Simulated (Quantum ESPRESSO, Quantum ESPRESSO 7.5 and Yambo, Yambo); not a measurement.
**A GW chain in Yambo: BiAs (buckled honeycomb monolayer)**

How does a plane-wave GW calculation on BiAs (buckled honeycomb monolayer) run from the first input to the gap?

Method: PBE and many-body steps on it, plane waves, in Quantum ESPRESSO 7.5 and Yambo 5.3.0.

## (1) Starting point

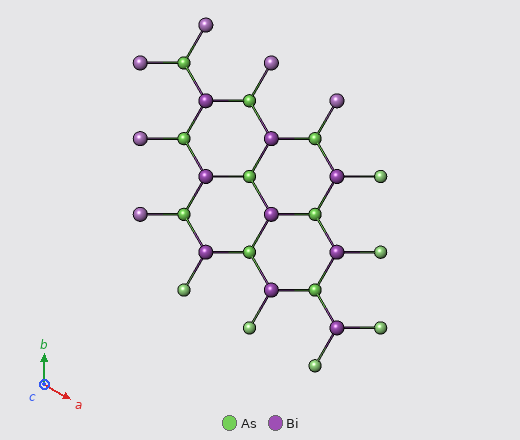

The starting structure, seen from above (arsenic green, bismuth purple). 3×3×1 cells are drawn. Some periodic images of atoms are drawn too.

The cell holds 2 atoms: 1 As and 1 Bi. Its edges and angles: a = 4.005 Å, b = 4.005 Å, c = 14.000 Å, α = 90.0°, β = 90.0°, γ = 120.0°. Vacuum lies along c.

The structure was relaxed with PBE. The runs that relaxed it are not among those shown. Spin-orbit coupling is left out unless a step names it.

## (2) Ground state

This step: Quantum ESPRESSO 7.5; DFT, PBE, plane waves, norm-conserving pseudopotentials.

The ground-state density comes first.

Input file pw.in:

```
&control
  calculation = 'scf'
  prefix = 'x'
  outdir = 'o'
  pseudo_dir = 'pseudo'
/
&system
  ibrav = 0
  nat = 2
  ntyp = 2
  ecutwfc = 76.0
  nbnd = 20
  force_symmorphic = .true.
/
&electrons
  conv_thr = 1e-10
  electron_maxstep = 80
  mixing_beta = 0.5
/
ATOMIC_SPECIES
  As 74.922 As.upf
  Bi 208.98 Bi.upf
CELL_PARAMETERS angstrom
  4.0052035368 0.0000000003 0.0000000000
  -2.0026017687 3.4686080100 0.0000000000
  0.0000000000 0.0000000000 14.0000000000
ATOMIC_POSITIONS crystal
  As 0.3333333333 0.6666666667 0.4446190446
  Bi 0.6666666667 0.3333333333 0.5553809554
K_POINTS automatic
  9 9 1 0 0 0
```

On the command line:

```bash
OMP_NUM_THREADS=1 mpirun -n 4 pw.x -nk 4 -in pw.in > pw.out
```

What it wrote:

```text
Program PWSCF v.7.5 starts

     This program is part of the open-source Quantum ESPRESSO suite
     for quantum simulation of materials; please cite
         "P. Giannozzi et al., J. Phys.:Condens. Matter 21 395502 (2009);
         "P. Giannozzi et al., J. Phys.:Condens. Matter 29 465901 (2017);
         "P. Giannozzi et al., J. Chem. Phys. 152 154105 (2020);
     in publications or presentations arising from this work. More details at
     Message from routine setup:
     using ibrav=0 with symmetry is DISCOURAGED, use correct ibrav instead

     G-vector sticks info

     bravais-lattice index     =            0
     lattice parameter (alat)  =       7.5687  a.u.
     unit-cell volume          =    1312.5155 (a.u.)^3
     number of atoms/cell      =            2
     number of atomic types    =            2
     number of electrons       =        30.00
     number of Kohn-Sham states=           20
     kinetic-energy cutoff     =      76.0000  Ry
     charge density cutoff     =     304.0000  Ry
     scf convergence threshold =      1.0E-10
     mixing beta               =       0.5000
     number of iterations used =            8  plain     mixing
     Exchange-correlation= PBE
                           (   1   4   3   4   0   0   0)

     celldm(1)=   7.568738  celldm(2)=   0.000000  celldm(3)=   0.000000
     celldm(4)=   0.000000  celldm(5)=   0.000000  celldm(6)=   0.000000

     crystal axes: (cart. coord. in units of alat)
               a(1) = (   1.000000   0.000000   0.000000 )
               a(2) = (  -0.500000   0.866025   0.000000 )
               a(3) = (   0.000000   0.000000   3.495453 )

     reciprocal axes: (cart. coord. in units 2 pi/alat)
               b(1) = (  1.000000  0.577350 -0.000000 )
               b(2) = ( -0.000000  1.154701  0.000000 )
               b(3) = (  0.000000 -0.000000  0.286086 )
     Pseudo is Norm-conserving + core correction, Zval = 15.0
     Generated using ONCVPSP code by D. R. Hamann
     Using radial grid of 1358 points,  6 beta functions with:
     Pseudo is Norm-conserving + core correction, Zval = 15.0
     Generated using ONCVPSP code by D. R. Hamann
     Using radial grid of 1490 points,  6 beta functions with:
     As               15.00    74.92200     As( 1.00)
     Bi               15.00   208.98000     Bi( 1.00)

      6 Sym. Ops. (no inversion) found

   Cartesian axes

     site n.     atom                  positions (alat units)
         1        As     tau(   1) = (  -0.0000000   0.5773503   1.5541449  )
         2        Bi     tau(   2) = (   0.5000000   0.2886751   1.9413079  )

     number of k points=    12
                       cart. coord. in units 2pi/alat
        k(    1) = (   0.0000000   0.0000000   0.0000000), wk =   0.0246914
        k(    2) = (  -0.0000000   0.1283001   0.0000000), wk =   0.1481481
        k(    3) = (  -0.0000000   0.2566001   0.0000000), wk =   0.1481481
        k(    4) = (  -0.0000000   0.3849002   0.0000000), wk =   0.1481481
        k(    5) = (  -0.0000000   0.5132002   0.0000000), wk =   0.1481481
        k(    6) = (   0.1111111   0.1924501   0.0000000), wk =   0.1481481
        k(    7) = (   0.1111111   0.3207501   0.0000000), wk =   0.2962963
        k(    8) = (   0.1111111   0.4490502   0.0000000), wk =   0.2962963
        k(    9) = (   0.1111111   0.5773503   0.0000000), wk =   0.1481481
        k(   10) = (   0.2222222   0.3849002   0.0000000), wk =   0.1481481
        k(   11) = (   0.2222222   0.5132002   0.0000000), wk =   0.2962963
        k(   12) = (   0.3333333   0.5773503   0.0000000), wk =   0.0493827

     Dense  grid:   117327 G-vectors     FFT dimensions: (  45,  45, 150)

     Initial potential from superposition of free atoms

     starting charge      29.9989, renormalised to      30.0000
     Starting wfcs are   18 randomized atomic wfcs +    2 random wfcs

     per-process dynamical memory:    88.4 Mb

     Self-consistent Calculation

     iteration #  1     ecut=    76.00 Ry     beta= 0.50

     Threshold (ethr) on eigenvalues was too large:
     Diagonalizing with lowered threshold

     total energy              =    -376.17190453 Ry
     estimated scf accuracy    <       0.10771242 Ry

     iteration #  2     ecut=    76.00 Ry     beta= 0.50

     total energy              =    -376.15536075 Ry
     estimated scf accuracy    <       0.50875242 Ry

     iteration #  3     ecut=    76.00 Ry     beta= 0.50

     total energy              =    -376.21959536 Ry
     estimated scf accuracy    <       0.00413821 Ry

     iteration #  4     ecut=    76.00 Ry     beta= 0.50

     total energy              =    -376.22003586 Ry
     estimated scf accuracy    <       0.00019408 Ry

     iteration #  5     ecut=    76.00 Ry     beta= 0.50

     total energy              =    -376.22006250 Ry
     estimated scf accuracy    <       0.00001554 Ry

     iteration #  6     ecut=    76.00 Ry     beta= 0.50

     total energy              =    -376.22006427 Ry
     estimated scf accuracy    <       0.00000118 Ry

     iteration #  7     ecut=    76.00 Ry     beta= 0.50

     total energy              =    -376.22006447 Ry
     estimated scf accuracy    <       0.00000007 Ry

     iteration #  8     ecut=    76.00 Ry     beta= 0.50

     total energy              =    -376.22006449 Ry
     estimated scf accuracy    <          7.5E-09 Ry

     iteration #  9     ecut=    76.00 Ry     beta= 0.50

     total energy              =    -376.22006449 Ry
     estimated scf accuracy    <          4.0E-10 Ry

     iteration # 10     ecut=    76.00 Ry     beta= 0.50

     End of self-consistent calculation

          k = 0.0000 0.0000 0.0000 ( 14701 PWs)   bands (ev):

   -35.5856 -35.5856 -35.5548 -35.5548 -35.5426 -22.9214 -22.9214 -22.8586
   -22.8586 -22.8564 -13.2064  -8.2412  -1.1110  -0.5824  -0.5824   0.4786
     2.6387   2.6387   3.6674   4.1885

          k =-0.0000 0.1283 0.0000 ( 14714 PWs)   bands (ev):

   -35.5857 -35.5855 -35.5548 -35.5548 -35.5425 -22.9227 -22.9170 -22.8614
   -22.8590 -22.8535 -13.0734  -8.2735  -1.6969  -1.0666  -0.8397   1.2480
     2.3260   2.8595   3.8638   4.3584

          k =-0.0000 0.2566 0.0000 ( 14702 PWs)   bands (ev):

   -35.5856 -35.5851 -35.5550 -35.5548 -35.5423 -22.9266 -22.9059 -22.8678
   -22.8600 -22.8464 -12.6852  -8.4502  -2.9269  -1.3529  -1.0757   0.8936
     2.7842   3.1892   4.3270   4.7317

          k =-0.0000 0.3849 0.0000 ( 14696 PWs)   bands (ev):

     [... further k-points ...]

     highest occupied, lowest unoccupied level (ev):    -0.5824    0.4786

!    total energy              =    -376.22006449 Ry
     estimated scf accuracy    <          3.5E-11 Ry

     The total energy is the sum of the following terms:
     one-electron contribution =    -768.95244443 Ry
     hartree contribution      =     389.42827763 Ry
     xc contribution           =     -90.73795209 Ry
     ewald contribution        =      94.04205441 Ry

     convergence has been achieved in  10 iterations

     XML data file, charge density, pseudopotentials, collected wavefunctions

=------------------------------------------------------------------------------=
   JOB DONE.
=------------------------------------------------------------------------------=
```

The job ended after 15 s (4 MPI ranks of Arm Neoverse V2, shared host; peak memory 0.57 GiB; 59 s of CPU time).

Numbers from this step:

```yaml
total_energy: -5118.7347 eV
gap: 1.061 eV
k_of_the_valence_top: 0, 0, 0
k_of_the_conduction_bottom: 0, 0, 0
least_direct_gap: 1.061 eV
```

The gap is direct, at Γ.

## (3) Bands along the symmetry lines

Levels along a band path, at the cheap level, show where the edges lie and whether the meshes to come will hold them.

Input file pw.in:

```
&control
  calculation = 'bands'
  prefix = 'x'
  outdir = 'o'
  pseudo_dir = 'pseudo'
/
&system
  ibrav = 0
  nat = 2
  ntyp = 2
  ecutwfc = 76.0
  nbnd = 21
  force_symmorphic = .true.
/
&electrons
  conv_thr = 1e-9
  electron_maxstep = 80
  diago_full_acc = .true.
  diago_thr_init = 5e-6
/
ATOMIC_SPECIES
  As 74.922 As.upf
  Bi 208.98 Bi.upf
CELL_PARAMETERS angstrom
  4.0052035368 0.0000000003 0.0000000000
  -2.0026017687 3.4686080100 0.0000000000
  0.0000000000 0.0000000000 14.0000000000
ATOMIC_POSITIONS crystal
  As 0.3333333333 0.6666666667 0.4446190446
  Bi 0.6666666667 0.3333333333 0.5553809554
K_POINTS crystal
  25
  0.00000000 0.00000000 0.00000000 1
  0.06250000 0.00000000 0.00000000 1
  0.12500000 0.00000000 0.00000000 1
  0.18750000 0.00000000 0.00000000 1
  0.25000000 0.00000000 0.00000000 1
  0.31250000 0.00000000 0.00000000 1
  0.37500000 0.00000000 0.00000000 1
  0.43750000 0.00000000 0.00000000 1
  0.50000000 0.00000000 0.00000000 1
  0.47916667 0.04166667 0.00000000 1
  0.45833333 0.08333333 0.00000000 1
  0.43750000 0.12500000 0.00000000 1
  0.41666666 0.16666666 0.00000000 1
  0.39583333 0.20833333 0.00000000 1
  0.37500000 0.25000000 0.00000000 1
  0.35416666 0.29166666 0.00000000 1
  0.33333333 0.33333333 0.00000000 1
  0.29166666 0.29166666 0.00000000 1
  0.25000000 0.25000000 0.00000000 1
  0.20833333 0.20833333 0.00000000 1
  0.16666666 0.16666666 0.00000000 1
  0.12500000 0.12500000 0.00000000 1
  0.08333333 0.08333333 0.00000000 1
  0.04166667 0.04166667 0.00000000 1
  0.00000000 0.00000000 0.00000000 1
```

What it wrote:

```text
[banner, memory and clock lines left out]
Program PWSCF v.7.5 starts

     Atomic positions and unit cell read from directory:
     o/x.save/

     Message from routine setup:
     using ibrav=0 with symmetry is DISCOURAGED, use correct ibrav instead

     G-vector sticks info

     bravais-lattice index     =            0
     lattice parameter (alat)  =       7.5687  a.u.
     unit-cell volume          =    1312.5155 (a.u.)^3
     number of atoms/cell      =            2
     number of atomic types    =            2
     number of electrons       =        30.00
     number of Kohn-Sham states=           21
     kinetic-energy cutoff     =      76.0000  Ry
     charge density cutoff     =     304.0000  Ry
     Exchange-correlation= PBE
                           (   1   4   3   4   0   0   0)

     celldm(1)=   7.568738  celldm(2)=   0.000000  celldm(3)=   0.000000
     celldm(4)=   0.000000  celldm(5)=   0.000000  celldm(6)=   0.000000

     crystal axes: (cart. coord. in units of alat)
               a(1) = (   1.000000   0.000000   0.000000 )
               a(2) = (  -0.500000   0.866025   0.000000 )
               a(3) = (   0.000000   0.000000   3.495453 )

     reciprocal axes: (cart. coord. in units 2 pi/alat)
               b(1) = (  1.000000  0.577350 -0.000000 )
               b(2) = ( -0.000000  1.154701  0.000000 )
               b(3) = (  0.000000 -0.000000  0.286086 )
     Pseudo is Norm-conserving + core correction, Zval = 15.0
     Generated using ONCVPSP code by D. R. Hamann
     Using radial grid of 1358 points,  6 beta functions with:
     Pseudo is Norm-conserving + core correction, Zval = 15.0
     Generated using ONCVPSP code by D. R. Hamann
     Using radial grid of 1490 points,  6 beta functions with:
     As               15.00    74.92200     As( 1.00)
     Bi               15.00   208.98000     Bi( 1.00)

      6 Sym. Ops. (no inversion) found

   Cartesian axes

     site n.     atom                  positions (alat units)
         1        As     tau(   1) = (  -0.0000000   0.5773503   1.5541449  )
         2        Bi     tau(   2) = (   0.5000000   0.2886751   1.9413079  )

     number of k points=    25
                       cart. coord. in units 2pi/alat
        k(    1) = (   0.0000000   0.0000000   0.0000000), wk =   0.0800000
        k(    2) = (   0.0625000   0.0360844   0.0000000), wk =   0.0800000
        k(    3) = (   0.1250000   0.0721688   0.0000000), wk =   0.0800000
[...]
[... 13 further rows ...]
        k(   24) = (   0.0416667   0.0721688   0.0000000), wk =   0.0800000
        k(   25) = (   0.0000000   0.0000000   0.0000000), wk =   0.0800000

     Dense  grid:   117327 G-vectors     FFT dimensions: (  45,  45, 150)

     The potential is recalculated from file :
     o/x.save/charge-density

     Starting wfcs are   18 randomized atomic wfcs +    3 random wfcs

     Band Structure Calculation

     End of band structure calculation

          k = 0.0000 0.0000 0.0000 ( 14701 PWs)   bands (ev):

   -35.5857 -35.5857 -35.5548 -35.5548 -35.5426 -22.9214 -22.9214 -22.8586
   -22.8586 -22.8564 -13.2064  -8.2413  -1.1110  -0.5824  -0.5824   0.4786
     2.6387   2.6387   3.6674   4.1885   5.6203

          k = 0.0625 0.0361 0.0000 ( 14727 PWs)   bands (ev):

   -35.5857 -35.5857 -35.5549 -35.5548 -35.5426 -22.9218 -22.9200 -22.8595
[...]
2.4675   2.7179   3.7347   4.2456   5.7355

          k = 0.1250 0.0722 0.0000 ( 14696 PWs)   bands (ev):

[...]
2.3406   2.9055   3.9112   4.3991   5.9034

[...]
k = 0.0417 0.0722 0.0000 ( 14721 PWs)   bands (ev):

[...]
2.4140   2.7486   3.7559   4.2639   5.7647

          k = 0.0000 0.0000 0.0000 ( 14701 PWs)   bands (ev):

   -35.5857 -35.5857 -35.5548 -35.5548 -35.5426 -22.9214 -22.9214 -22.8586
   -22.8586 -22.8564 -13.2064  -8.2413  -1.1110  -0.5824  -0.5824   0.4786
     2.6387   2.6387   3.6674   4.1885   5.6204

     XML data file, pseudopotentials, collected wavefunctions
```

It took 9.7 s on 4 MPI ranks; peak memory 0.44 GiB.

Numbers from this step:

| Property | Result |
| --- | --- |
| gap | 1.061 eV |
| k of the valence top | 0, 0, 0 |
| k of the conduction bottom | 0, 0, 0 |
| least direct gap | 1.061 eV |

The gap is 1.061 eV, as in the run before at this level.

The electronic bands at the labelled points (eV, zero at the top of the highest filled band):

```
point  band 12  band 13  band 14  band 15  band 16  band 17  band 18  band 19
    Γ    -7.66    -0.53     0.00     0.00     1.06     3.22     3.22     4.25
    M    -9.11    -3.11    -1.51    -1.48     1.69     2.79     3.89     5.62
    K    -9.67    -3.49    -1.92    -1.78     1.78     3.47     3.98     7.03
    Γ    -7.66    -0.53     0.00     0.00     1.06     3.22     3.22     4.25
```

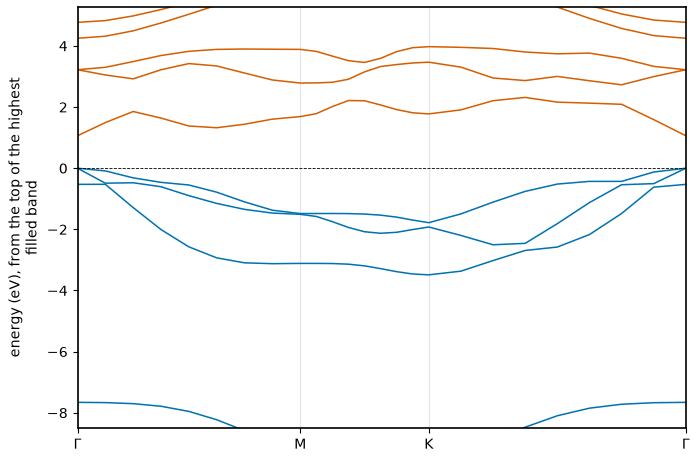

Electronic bands along the path; lines of filled and empty bands in two colours.

## (4) Empty states on the mesh, 6×6×1 mesh, 40 bands

The sums over transitions need many empty states on a uniform mesh; this step solves for them.

Input file pw.in:

```
&control
  calculation = 'nscf'
  prefix = 'x'
  outdir = 'o'
  pseudo_dir = 'pseudo'
/
&system
  ibrav = 0
  nat = 2
  ntyp = 2
  ecutwfc = 76.0
  nbnd = 40
  force_symmorphic = .true.
/
&electrons
  conv_thr = 1e-9
  electron_maxstep = 80
  diago_full_acc = .true.
  diago_thr_init = 5e-6
/
ATOMIC_SPECIES
  As 74.922 As.upf
  Bi 208.98 Bi.upf
CELL_PARAMETERS angstrom
  4.0052035368 0.0000000003 0.0000000000
  -2.0026017687 3.4686080100 0.0000000000
  0.0000000000 0.0000000000 14.0000000000
ATOMIC_POSITIONS crystal
  As 0.3333333333 0.6666666667 0.4446190446
  Bi 0.6666666667 0.3333333333 0.5553809554
K_POINTS automatic
  6 6 1 0 0 0
```

What it wrote:

```text
[banner, memory and clock lines left out]
Program PWSCF v.7.5 starts

     Atomic positions and unit cell read from directory:
     o/x.save/

     Message from routine setup:
     using ibrav=0 with symmetry is DISCOURAGED, use correct ibrav instead

     G-vector sticks info

     bravais-lattice index     =            0
     lattice parameter (alat)  =       7.5687  a.u.
     unit-cell volume          =    1312.5155 (a.u.)^3
     number of atoms/cell      =            2
     number of atomic types    =            2
     number of electrons       =        30.00
     number of Kohn-Sham states=           40
     kinetic-energy cutoff     =      76.0000  Ry
     charge density cutoff     =     304.0000  Ry
     Exchange-correlation= PBE
                           (   1   4   3   4   0   0   0)

     celldm(1)=   7.568738  celldm(2)=   0.000000  celldm(3)=   0.000000
     celldm(4)=   0.000000  celldm(5)=   0.000000  celldm(6)=   0.000000

     crystal axes: (cart. coord. in units of alat)
               a(1) = (   1.000000   0.000000   0.000000 )
               a(2) = (  -0.500000   0.866025   0.000000 )
               a(3) = (   0.000000   0.000000   3.495453 )

     reciprocal axes: (cart. coord. in units 2 pi/alat)
               b(1) = (  1.000000  0.577350 -0.000000 )
               b(2) = ( -0.000000  1.154701  0.000000 )
               b(3) = (  0.000000 -0.000000  0.286086 )
     Pseudo is Norm-conserving + core correction, Zval = 15.0
     Generated using ONCVPSP code by D. R. Hamann
     Using radial grid of 1358 points,  6 beta functions with:
     Pseudo is Norm-conserving + core correction, Zval = 15.0
     Generated using ONCVPSP code by D. R. Hamann
     Using radial grid of 1490 points,  6 beta functions with:
     As               15.00    74.92200     As( 1.00)
     Bi               15.00   208.98000     Bi( 1.00)

      6 Sym. Ops. (no inversion) found

   Cartesian axes

     site n.     atom                  positions (alat units)
         1        As     tau(   1) = (  -0.0000000   0.5773503   1.5541449  )
         2        Bi     tau(   2) = (   0.5000000   0.2886751   1.9413079  )

     number of k points=     7
                       cart. coord. in units 2pi/alat
        k(    1) = (   0.0000000   0.0000000   0.0000000), wk =   0.0555556
        k(    2) = (  -0.0000000   0.1924501   0.0000000), wk =   0.3333333
        k(    3) = (  -0.0000000   0.3849002   0.0000000), wk =   0.3333333
        k(    4) = (   0.0000000  -0.5773503   0.0000000), wk =   0.1666667
        k(    5) = (   0.1666667   0.2886751   0.0000000), wk =   0.3333333
        k(    6) = (   0.1666667   0.4811252   0.0000000), wk =   0.6666667
        k(    7) = (   0.3333333   0.5773503   0.0000000), wk =   0.1111111

     Dense  grid:   117327 G-vectors     FFT dimensions: (  45,  45, 150)

     The potential is recalculated from file :
     o/x.save/charge-density

     Starting wfcs are   18 randomized atomic wfcs +   22 random wfcs

     Band Structure Calculation

     End of band structure calculation

          k = 0.0000 0.0000 0.0000 ( 14701 PWs)   bands (ev):

   -35.5857 -35.5857 -35.5548 -35.5548 -35.5426 -22.9214 -22.9214 -22.8586
   -22.8586 -22.8564 -13.2064  -8.2413  -1.1110  -0.5824  -0.5824   0.4786
     2.6387   2.6387   3.6674   4.1885   5.6203   6.9369   7.2951   8.6012
[...]
k =-0.0000 0.1925 0.0000 ( 14720 PWs)   bands (ev):

[...]
k =-0.0000 0.3849 0.0000 ( 14696 PWs)   bands (ev):

[...]
8.7877   9.2821   9.8458   9.9659  10.6410  11.0074  12.1719  12.4900
    12.7922  13.2236  13.3196  13.6725  13.8849  13.9678  14.1876  14.6367

          k = 0.0000-0.5774 0.0000 ( 14656 PWs)   bands (ev):

     [... further k-points ...]

     highest occupied, lowest unoccupied level (ev):    -0.5824    0.4786

     XML data file, pseudopotentials, collected wavefunctions
```

Wall time 8.6 s (4 MPI ranks); peak memory 0.52 GiB.

Numbers from this step:

```yaml
gap: 1.061 eV
k_of_the_valence_top: 0, 0, 0
k_of_the_conduction_bottom: 0, 0, 0
least_direct_gap: 1.061 eV
k_points_computed: 7
lowest_point_of_the_top_converged_band_above_the_valence_top: 15.22 eV
```

On this mesh the gap is 1.061 eV.

(Part 1 of 2 ends here.)

[Paths, hosts, dates, memory and timing lines, banners, echoed tables and standing remarks are left out of the program output.]

[Logs are printed without paths, hosts, clocks, repeated set-up lines and the standing remarks that a program may print on its own settings, such as how far it seeks lower states.]

[Runs of the session that timed out or met a known fault of the program may be left out.]

[Hosts, paths, dates, database ids (printed as entryN), source tags and the programs' standing remarks are cut or masked in the printed files.]
